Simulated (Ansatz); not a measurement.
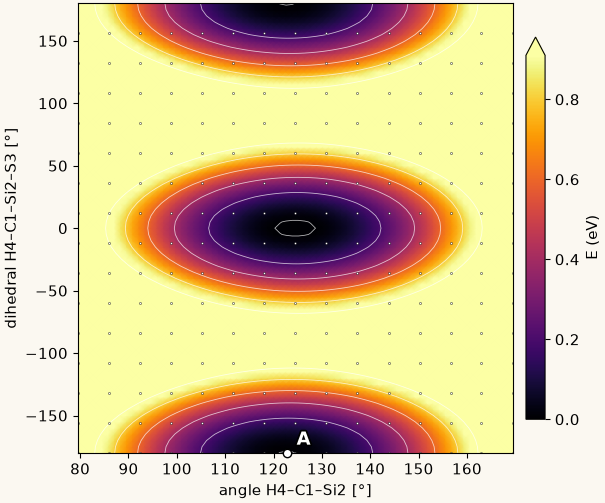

CH₃SSi, SMILES C=[SiH][S-], charge −1. Coordinates scanned: (1) angle H4–C1–Si2; (2) dihedral H4–C1–Si2–S3. Nothing is relaxed (all other coordinates rigid). Grid: 15 × 15 points; 120 points were computed and 105 follow by symmetry. Points are written as (first, second). Energies: eV, counted from the lowest grid point. Theory: RKS PBE0-D4/def2-TZVPD in Ansatz 0.2.0.

The picture shows a smooth colour map with a few white contour lines, dots at the grid points, one colour for all values above the top of the scale, the well A. Between grid points the surface is interpolated.

Q: Estimate the position of the minimum and the force constants in these coordinates. Take the well at A.

A: The interpolated minimum is at angle H4–C1–Si2 ≈ 122.8°, dihedral H4–C1–Si2–S3 ≈ −180°. The curvatures there are about 4.2 eV/rad² and 1.8 eV/rad², with a cross term of about 0 eV/rad². Round the minimum the two coordinates are nearly uncoupled.
